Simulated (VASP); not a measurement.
Band structure of NaBi (space group P4/mmm). Method: PBEsol GGA, VASP's PBE PAW potentials (set 64) (plane waves; VASP 6.6.1).

Unless said otherwise, spin-orbit coupling is left out, though it shifts the bands of the heavy elements here.

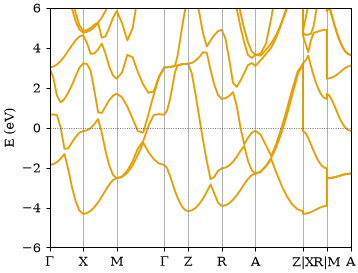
Fig. 1. Bands along high-symmetry lines, zero at the valence-band maximum or, without a gap, the Fermi level

Question: Read the plot: is there a gap, and where are the band edges?

Answer: It has no gap at this level: it comes out as a metal or semimetal. (Edges off the drawn lines would not show.)

The structure comes from a computed database's NaBi entry (P4/mmm); how it stands against other phases isn't given here. It was relaxed first.
